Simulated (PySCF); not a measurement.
# CHFO: geometry, coupled-cluster ionisations and excitations

Aim: predict the coupled-cluster ionisations and excitations of CHFO (`O=CF`).

Computed with PySCF 2.14.0, with density-fitted response routines of our own, on a single molecule in the gas phase. Atoms count from 0, in the outputs and in this text.

## Step 1: Starting geometry

4 atoms, charge 0, multiplicity 1; geometry from: GFN2-xTB.

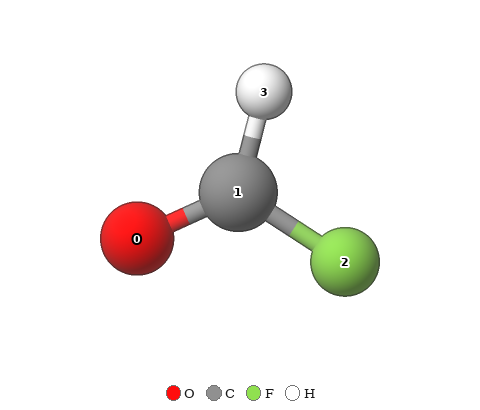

The starting geometry (oxygen red, carbon grey, fluorine green, hydrogen white), atoms numbered.

## Step 2: Geometry optimisation at PBE0-D3(BJ)/def2-TZVP

What the job is given:

```
{"job": {"xc": "PBE0", "basis": "def2-TZVP", "d3": "d3bj", "grid": 2, "kind": "geom"}, "charge": 0, "multiplicity": 1}
O     -1.050660    -0.496000     0.000450
C     -0.252100     0.360830    -0.000370
F      1.065720     0.112760    -0.000070
H     -0.406030     1.448290    -0.001430
```

**Question.** This job is followed by: EOM-CCSD/aug-cc-pVDZ, vertical, frozen core, gas phase. What will the session give for the following? point group; rotational constants (main isotopes); correlation energy, MP2 and CCSD; T1 diagnostic; first ionisation (EOM-IP-CCSD); lowest singlet (EOM-EE-CCSD).

The runs gave:

| quantity | value |
| --- | --- |
| point group | Cs |
| rotational constants (main isotopes) | 92.21, 11.86, 10.51 GHz |
| correlation energy, MP2 and CCSD | -14.40, -14.61 eV |
| T1 diagnostic | 0.0170 |
| first ionisation (EOM-IP-CCSD) | 12.42 eV |
| lowest singlet (EOM-EE-CCSD) | 6.12 eV |

With PBE0/def2-TZVP, its start was all but relaxed already: 4 steps gained 1.7 meV. MP2 recovers 99 % of the CCSD correlation energy. For the hole of the first ionisation, Koopmans' theorem lies 1.56 eV above EOM-IP-CCSD.
